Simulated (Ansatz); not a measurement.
A series of calculations on SiNH₆Cl

**1. Relaxation**

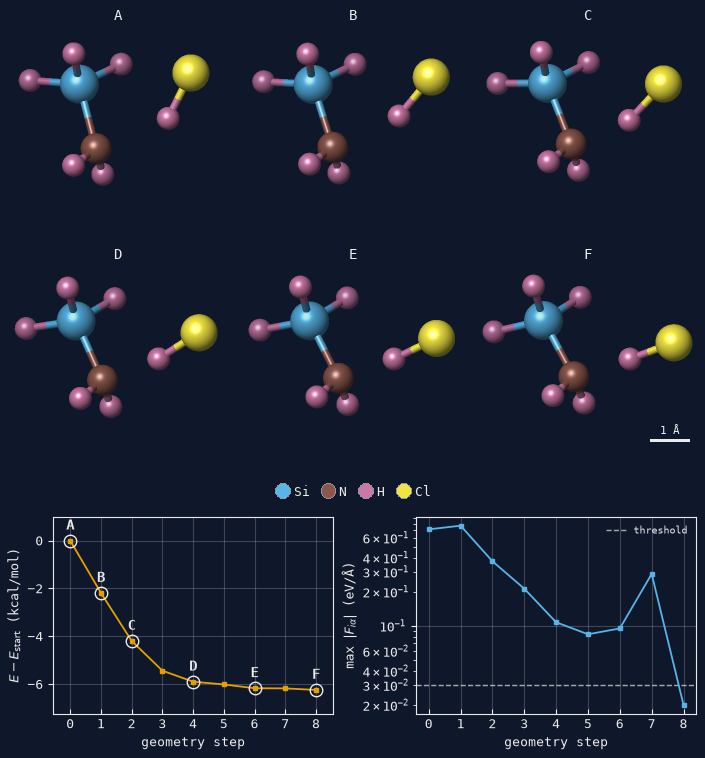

Frames of a relaxation of SiNH6Cl, marked on the history of the run. A ball-and-stick model, seen at a tilt.

The run prepares an end point of a later path (reaction) calculation, from a guessed geometry.

The calculation used RKS B3LYP-D4/cc-pVDZ in Ansatz 0.2.0. (no spin polarisation; force threshold 0.03 eV/Å; at most 50 steps)

### What happens along the run?

Over 8 geometry steps the energy falls by 6.24 kcal/mol. Largest force component: 0.71 eV/Å at the start, 0.02 eV/Å at the end. The largest move after the best rigid fit is that of the Cl atom, 0.92 Å. By element the largest moves are Cl 0.92 Å, H 0.42 Å, N 0.36 Å, Si 0.20 Å. Some distances before and after: Cl–H 1.341 → 1.356 Å, N–Si 1.800 → 1.791 Å, H–Si 1.503 → 1.498 Å, H–N 1.018 → 1.023 Å. Among the angles between lasting bonds that change: Si–N–H 117.6° → 114.3°, H–N–H 109.2° → 107.1°. The run took 25 s on 1 thread of Arm Neoverse V2 (shared host), peak memory 0.15 GiB. From step 0 to 1: the Cl atom moves most (0.20 Å), energy −2.19 kcal/mol. From step 1 to 2: the Cl atom moves most (0.19 Å), energy −2.01 kcal/mol. From step 2 to 4: the Cl atom moves most (0.32 Å), energy −1.70 kcal/mol. From step 4 to 6: the Cl atom moves most (0.17 Å), energy −0.27 kcal/mol. From step 6 to 8: the Cl atom moves most (0.14 Å), energy −0.07 kcal/mol.

```
step  E − E(0), kcal/mol  largest force component, eV/Å
   0                0.00                         0.7133
   1               -2.19                         0.7676
   2               -4.19                         0.3724
   3               -5.44                         0.2131
   4               -5.90                         0.1077
   5               -6.01                         0.0844
   6               -6.17                         0.0950
   7               -6.18                         0.2878
   8               -6.24                         0.0201
```

Limits of the set-up: the start holds two separate molecules, 2.2 Å apart at their closest, whose relative position is a soft coordinate.

**2. Relaxation**

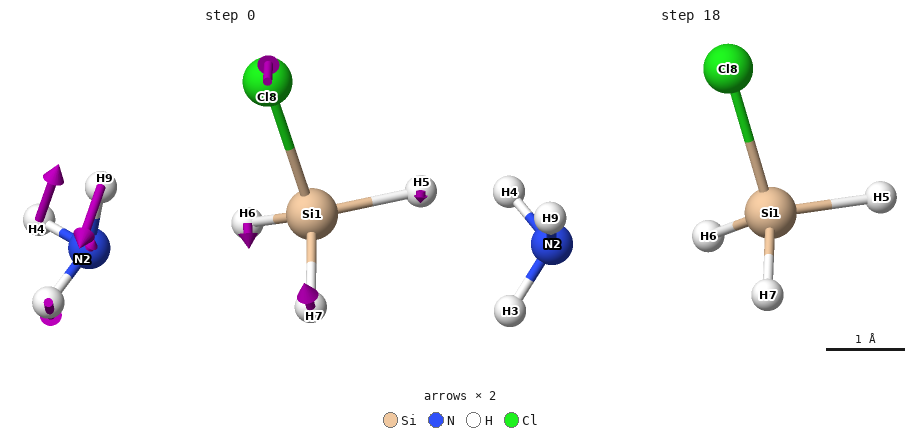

The structure of SiNH₆Cl before (left) and after (right) a relaxation, at one scale. The purple arrows give the displacements, 2 times their true length.

The picture is a ball-and-stick view, seen at a tilt.

The run prepares an end point of a later path (reaction) calculation, from a guessed geometry.

Theory: RKS B3LYP-D4/cc-pVDZ (Ansatz).

The input:
```yaml
crystal:
  periodic: [false, false, false]
  atoms:
    - { symbol: Si, position_ang: [0.439212, -0.273079, -0.470386] }
    - { symbol: "N", position_ang: [-0.277287, -0.201122, 2.463422] }
    - { symbol: H, position_ang: [-1.107491, -0.398138, 3.03039] }
    - { symbol: H, position_ang: [0.230274, 0.533328, 2.967001] }
    - { symbol: H, position_ang: [0.876666, -0.302785, -1.901793] }
    - { symbol: H, position_ang: [0.601382, 1.108054, 0.051287] }
    - { symbol: H, position_ang: [-0.940737, -0.812867, -0.367619] }
    - { symbol: Cl, position_ang: [1.805523, -1.581789, 0.501199] }
    - { symbol: H, position_ang: [0.329658, -1.041503, 2.539799] }
basis:
  gaussian: { orbitals: cc-pVDZ }
hamiltonian:
  xc: b3lyp
  dispersion: d4
relax:
  f_tol: 0.03
  max_steps: 50
```

Run as
```bash
ansatz run input.yaml --threads 1 --pin off --max-ram 2048MiB --backend cpu --events-out ev --progress --plain --runs-dir out
```

Describe what moved and what it gained.

Answer. H9 moves most after the best rigid fit: 0.55 Å. Largest moves by element: H 0.55 Å, Cl 0.35 Å, N 0.08 Å, Si 0.03 Å. Near-neighbour distances that change, for instance: N2–H9 1.039 → 1.024 Å, Si1–Cl8 2.127 → 2.114 Å. After 15 accepted moves (18 points after the start) the energy has fallen by 0.74 kcal/mol. Largest force component: 0.53 eV/Å at the start, 0.013 eV/Å at the end. The line search rejected the trial steps at points 9, 10, 12 of the run. The forces were under the threshold at step 11, but the run went on from there.

Limits of the set-up: the start holds two separate molecules, 2.6 Å apart at their closest, whose relative position is a soft coordinate.

**3. Path**

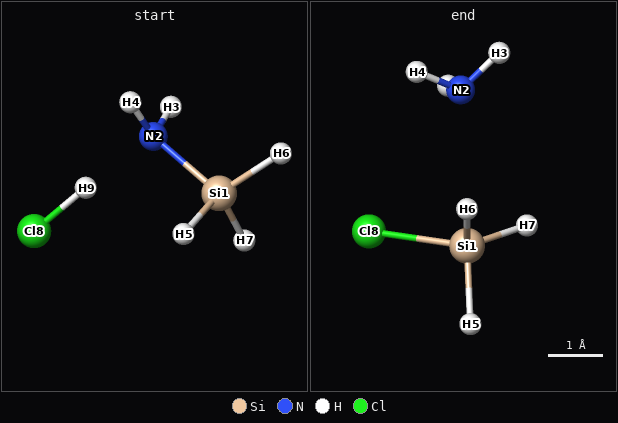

The two relaxed end points of a path for SiNH$_{6}$Cl. The picture is a ball-and-stick view, seen at a tilt.

These are results of RKS B3LYP-D4/cc-pVDZ in Ansatz 0.2.0, not measurements.

Set-up: 5 movable images; climbing image; force threshold 0.03 eV/Å; iteration limit 60.

Start:
```xyz
9

Si   -0.1510    0.2861    0.0559
N     0.1207   -0.1641    1.7675
H    -0.7367   -0.3348    2.2986
H     0.6742    0.5124    2.2990
H     1.1961    0.4371   -0.5631
H    -0.9166    1.5646   -0.0987
H    -0.9222   -0.8311   -0.5588
Cl    1.6919   -2.8032    1.7946
H     1.0007   -1.6368    1.8183
```

End:
```xyz
9

Si    0.4787   -0.1064   -0.4339
N    -0.2692   -0.4503    2.4325
H    -1.1583   -0.2237    2.8865
H     0.4506    0.0304    2.9790
H     0.8533    0.0647   -1.8744
H     0.3438    1.2385    0.1827
H    -0.7538   -0.9324   -0.3610
Cl    2.1247   -1.1444    0.3916
H    -0.1127   -1.4461    2.6104
```

What barrier does the band find between them, and by what path?

Answer. The highest point, image 3, lies 0.34 eV above the start and 0.65 eV above the end; the end is at −0.30 eV relative to the start. Breaking: Cl8–H9 (1.36 → 2.00 at the top → 3.17 Å), Si1–N2 (1.79 → 1.93 at the top → 2.98 Å). Forming: N2–H9 (1.72 → 1.06 at the top → 1.02 Å), Si1–Cl8 (4.00 → 2.67 at the top → 2.11 Å). The band is converged.

Energies of the converged images:

```csv
image,path (Å),E (eV)
0,0.00,0.000
1,0.59,0.033
2,1.18,0.248
3,1.77,0.343
4,2.76,0.290
5,3.74,-0.102
6,4.72,-0.304
```

The geometry at the top of the path:

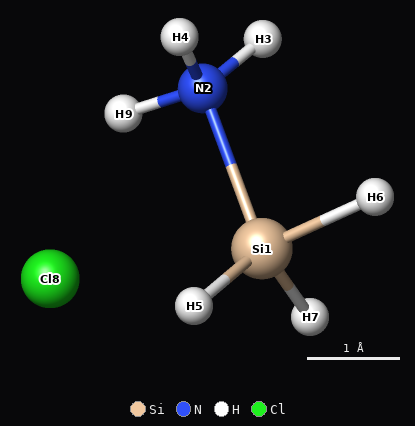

The run took 3.9 min on 1 thread of Arm Neoverse V2 (shared host), peak memory 0.16 GiB.
